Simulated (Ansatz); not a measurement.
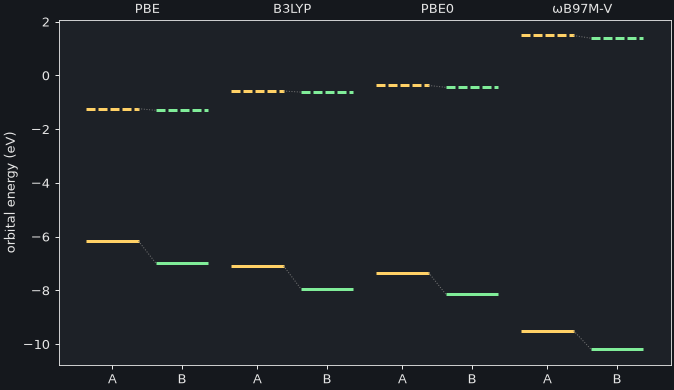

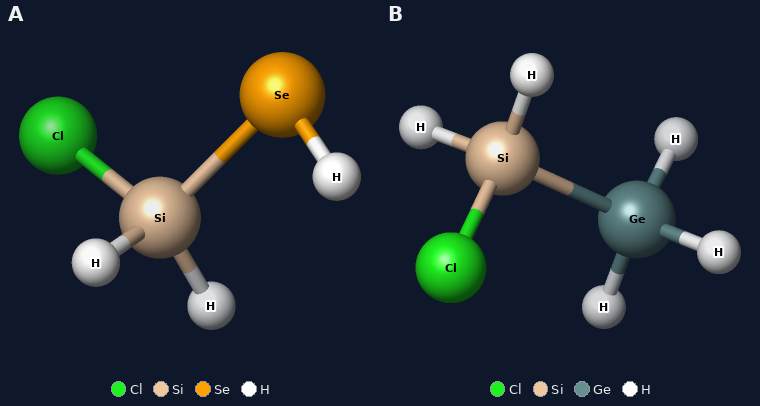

One change: A, SiH₃SeCl (SMILES Cl[SiH2][SeH]), becomes B, GeSiH₅Cl (SMILES Cl[SiH2][GeH3]). SeH on Si is replaced by GeH₃. HOMO (solid) and LUMO (dashed) computed in def2-TZVPP at PBE0-D4/def2-TZVP geometries, both minima by their frequencies, gas phase, the Ansatz code 0.2.0. Empty levels above zero depend strongly on the basis.

> What does the change do to HOMO and LUMO?

PBE: the HOMO falls by 0.82 eV, the LUMO falls by 0.06 eV, and the separation goes from 4.93 to 5.69 eV. B3LYP: the HOMO falls by 0.85 eV, the LUMO falls by 0.04 eV, and the separation goes from 6.51 to 7.32 eV. PBE0: the HOMO falls by 0.81 eV, the LUMO falls by 0.07 eV, and the separation goes from 6.96 to 7.71 eV. ωB97M-V: the HOMO falls by 0.69 eV, the LUMO falls by 0.10 eV, and the separation goes from 10.99 to 11.58 eV.

> Do the functionals agree on the effect?

They agree on the direction for both levels; the HOMO shift lies between −0.85 and −0.69 eV and the LUMO shift between −0.10 and −0.04 eV, while the separations themselves differ by up to 6.1 eV between functionals.
